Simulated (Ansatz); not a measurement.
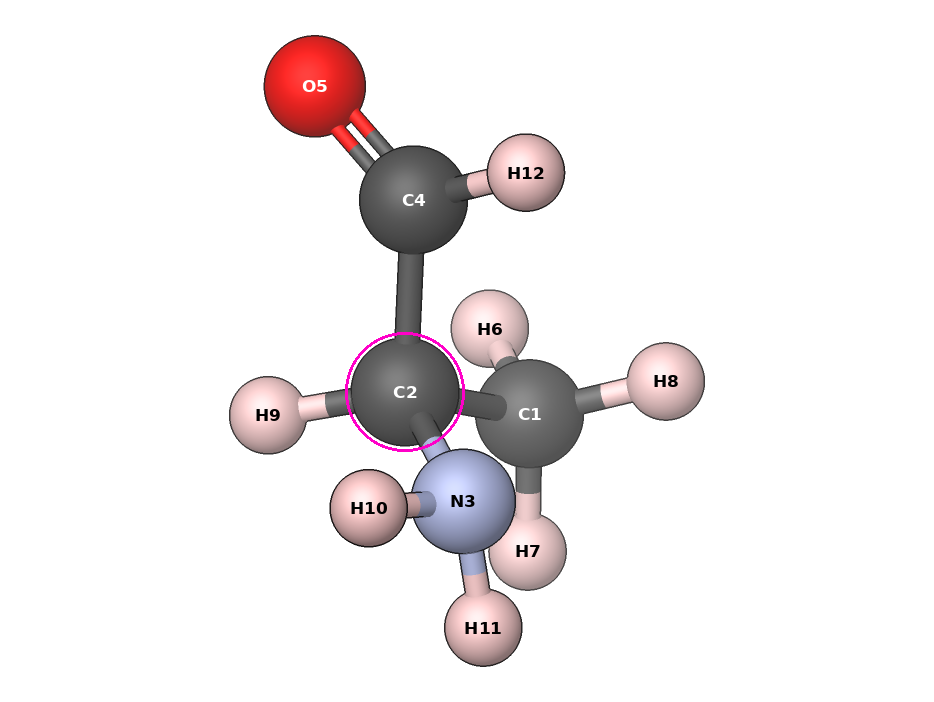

Distant atoms are faded towards the background colour. Circles mark the stereogenic atoms. The computed structure is the end point of a PBE-D4/def2-SVP optimisation. No frequency run is at hand to confirm it as a minimum.

Q: Assign CIP descriptors.

A: C2: R (priorities N3 > C4 > C1 > H9).
